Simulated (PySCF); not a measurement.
# H$_{2}$N, doublet, SMILES `[NH2]`: electronic structure

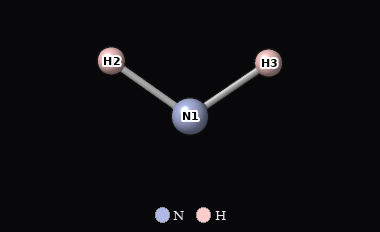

The molecule, with its atoms numbered as below. No frequency check shows the geometry to be a minimum.

Geometry (Å), atoms numbered from 1:

```
N1       0.0000    0.1295    0.0000
H2       0.8300   -0.4533    0.0000
H3      -0.8300   -0.4533    0.0000
```

## 1. Bonding charge

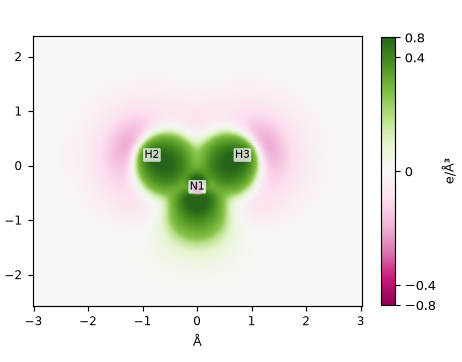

Deformation density (molecule less spherical, spin-averaged free atoms) in the molecular plane; colour scale in e/Å³, logarithmic beyond ±0.1; green: gain, pink: loss.

Method: PBE0/def2-SVPD; geometry: GFN2-xTB; program: PySCF. The stability of the open-shell solution wasn't checked. GFN2-xTB doesn't know the spin state, so this open-shell geometry is rough.

**How much density has each bond in this plane gained at its critical point, relative to the free atoms?**

N1–H2 and N1–H3: +0.86 e/Å³ at the bond critical point (bond length 1.01 Å). In all, 0.6 electrons gather in the regions of gain relative to the promolecule.

**Where do the Hirshfeld charges lie?**

The highest Hirshfeld charge is on H2 and H3 (+0.10 e), the lowest on N1 (−0.20 e).

## 2. Bond critical points

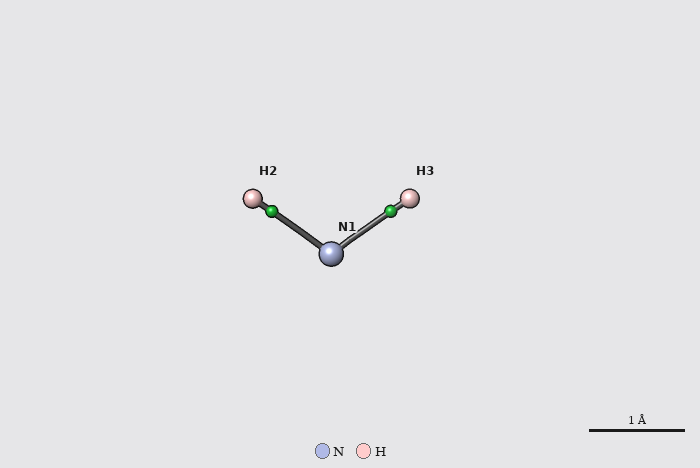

Molecular graph of the electron density (QTAIM): bond paths, bond critical points (green), ring points (magenta, if any); weak paths are dashed.

**How many critical points of each kind are there, and does the count close?**

3 nuclei, 2 bond, 0 ring and 0 cage critical points: 3 − 2 + 0 − 0 = 1, as the Poincaré–Hopf relation requires.

**Give the properties at the bond critical points.**

| bond | length (Å) | ρ (a.u.) | ∇²ρ (a.u.) | ε | H (a.u.) |
| --- | --- | --- | --- | --- | --- |
| N1–H2 (2 alike) | 1.014 | 0.340 | −1.60 | 0.02 | −0.451 |

**What kind of interaction is N1–H2?**

Shared-shell (covalent): ρ = 0.340, ∇²ρ = −1.60, H = −0.451 a.u.

## 3. Local ionisation energy

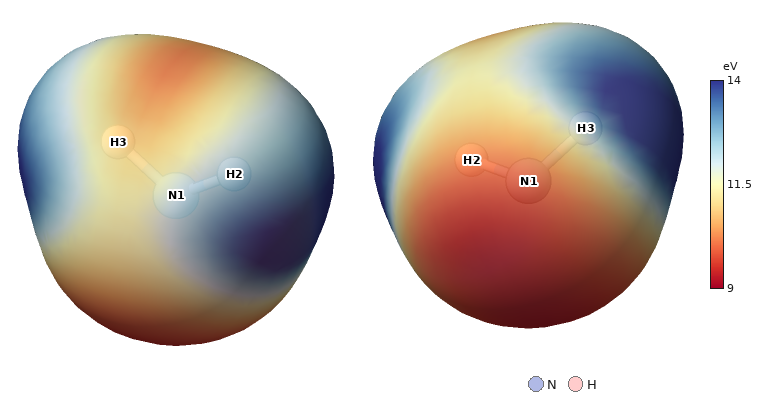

Average local ionisation energy on the surface of electron density 0.001 a.u. (back view left, front view right).

**Where are the most loosely bound electrons on this surface?**

The lowest value is 9.1 eV, 1.9 Å from N1. Further minima include 10.2 eV, about equally far (1.7 Å) from H2 and H3, over N1 (2.1 Å). For comparison, the highest occupied orbital lies at −8.4 eV.

## 4. Spin density

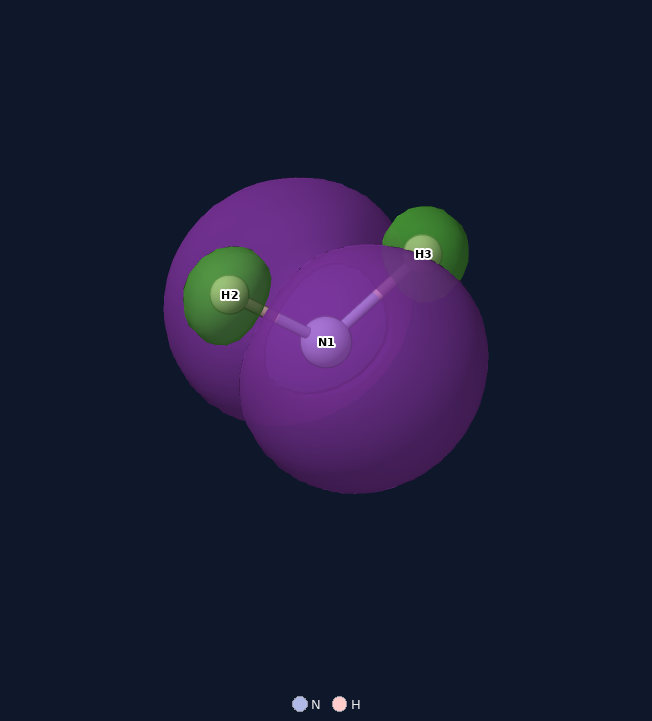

Spin density ρα − ρβ at ±0.02 e/Å³ (purple: excess α, green: excess β).

**How is the spin shared among the atoms?**

Hirshfeld spin populations: N1 +0.89 and H2 and H3 +0.05. ⟨S²⟩ = 0.75, as for a pure state. The picture also shows regions of β spin from spin polarisation; the Hirshfeld sums, whose atoms overlap, net them against the α spin of neighbours.

## 5. In an electric field

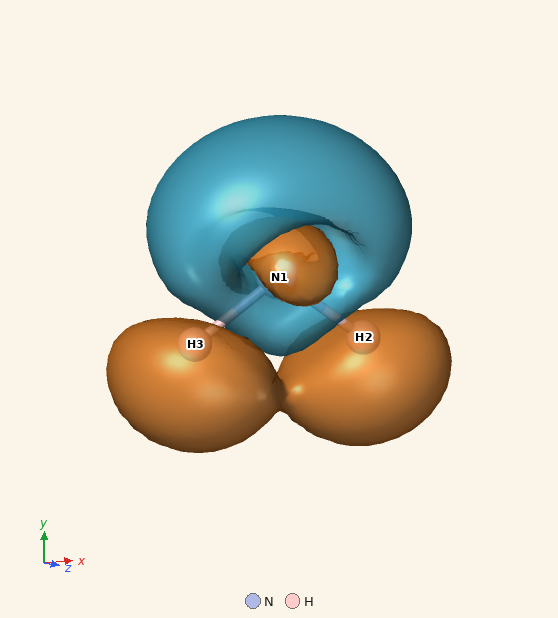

Change of the electron density in a uniform field of 0.10 V/Å, surfaces at ±0.0004 e/Å³ (light blue: gain, orange: loss).

Computed with PySCF, M06-2X/6-311+G**, geometry: GFN2-xTB. The basis has diffuse s and p functions alone, which still leaves polarisabilities too small, most of all across bonds. The stability of the open-shell solution wasn't checked. GFN2-xTB doesn't know the spin state, so this open-shell geometry is rough.

The field was applied in both directions; the picture shows the one opposite to the script's first.

**Along which Cartesian direction does the field point?**

Along −y: electrons gather on the +y side, against the field.

**What dipole is induced, and what polarisability does it imply?**

The induced dipole is 0.05 D (along the field); α along this axis, from the fields in both directions, is 9 bohr³ (1.3 Å³).

## 6. Removing or adding an electron

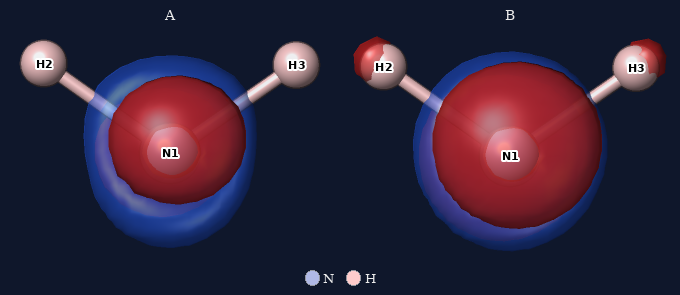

The two Fukui functions at ±0.15 e/Å³ (red positive, blue negative).

Level of theory: BLYP/def2-SVPD (PySCF), at a geometry from GFN2-xTB. GFN2-xTB doesn't know the spin state, so this open-shell geometry is rough.

**Which panel is f⁻ (electron removed) and which f⁺ (electron added)?**

A is f⁺, B is f⁻. f⁻ (Hirshfeld-condensed) is largest on N1 (0.64); the vertical ionisation energy is 12.75 eV (to the singlet cation, which needn't be its lowest state). f⁺ (Hirshfeld-condensed) is largest on N1 (0.54); the vertical electron affinity is 0.40 eV (to the singlet anion, which needn't be its lowest state; the anion's highest orbital has positive energy, so this value and f⁺ depend on the basis).
